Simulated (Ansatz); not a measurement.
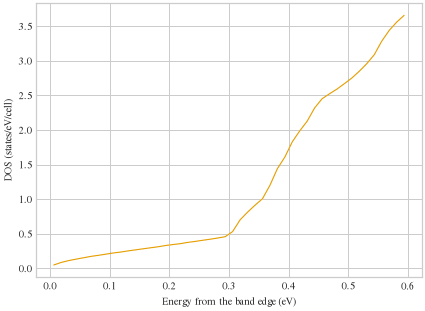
Figure. Density of states of SiS₂ (P2_1/c) above the conduction band minimum, PBEsol+D3BJ, rigid bands in Ansatz (a first-principles code); cell volume 251.1 Å³.

### Question
What effective density of states at 300 K does this give (∫ g(E) exp(−E/k_BT) dE, both spins, divided by the cell's size)?

### Answer
9.6e18 cm⁻³, a density-of-states mass of 0.53 mₑ, valleys and band degeneracy included.

Spin-orbit coupling is left out. Geometry: cell and atoms relaxed with PBEsol+D3(BJ).

Computed structure with no diffraction record at hand here (it may be known, metastable or hypothetical): SiS2 (P2_1/c). PBEsol with a dispersion correction tends to overbind, so the cell can be several per cent short, in bad cases over ten, which usually narrows a gap: SiS2 (P2_1/c).
